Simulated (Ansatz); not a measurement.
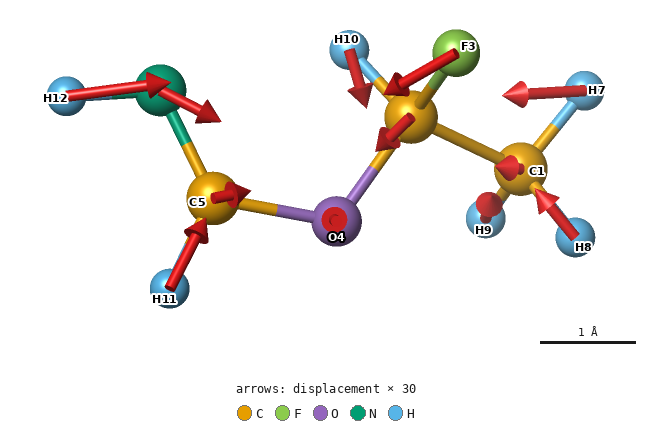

This is a relaxation of C3H6FNO. The starting structure is drawn; red arrows show the displacements, magnified 30 times. The two geometries are superimposed by the best rigid fit.

Style: ball-and-stick. Shown from a free direction.

The start comes from PBE-D4/def2-SVP.

Level of theory: Ansatz 0.2.0, RKS PBE0-D4/def2-TZVP.

Input
```yaml
crystal:
  periodic: [false, false, false]
  atoms:
    - {symbol: C, position_ang: [-0.584831, -1.802645, 0.137195]}
    - {symbol: C, position_ang: [-0.515775, -0.333350, -0.203616]}
    - {symbol: F, position_ang: [-0.993218, -0.125038, -1.482537]}
    - {symbol: O, position_ang: [0.849963, 0.060033, -0.165851]}
    - {symbol: C, position_ang: [1.119398, 1.378126, 0.028846]}
    - {symbol: N, position_ang: [0.223389, 2.260928, 0.219770]}
    - {symbol: H, position_ang: [-1.628775, -2.159111, 0.052187]}
    - {symbol: H, position_ang: [0.051217, -2.378048, -0.563432]}
    - {symbol: H, position_ang: [-0.228417, -1.976676, 1.170735]}
    - {symbol: H, position_ang: [-1.100745, 0.320630, 0.477729]}
    - {symbol: H, position_ang: [2.222116, 1.519740, 0.000932]}
    - {symbol: H, position_ang: [0.662778, 3.180312, 0.362042]}
basis:
  gaussian: {orbitals: def2-TZVP}
hamiltonian: {xc: pbe0, dispersion: d4}
relax: {f_tol: 0.005, max_steps: 150}
```

Launched with:
```bash
ansatz run in.yaml --threads 4 --pin off --events-out ev --progress --plain --max-ram 10444MiB
```

Question: What happened in the run?

Answer: Over 7 geometry steps the energy falls by 1.32 kcal/mol. Largest force component: 1.1 eV/Å at the start, 0.0046 eV/Å at the end. H12 moves most after the best rigid fit: 0.038 Å. Largest moves by element: H 0.038 Å, F 0.032 Å, N 0.025 Å, C 0.020 Å, O 0.013 Å. Near-neighbour distances that change, for instance: C2–O4 1.422 → 1.404 Å, C5–N6 1.272 → 1.255 Å, C1–H7 1.106 → 1.090 Å, N6–H12 1.029 → 1.014 Å. Cost: 32 s on 4 threads of Arm Neoverse V1, on a shared host.
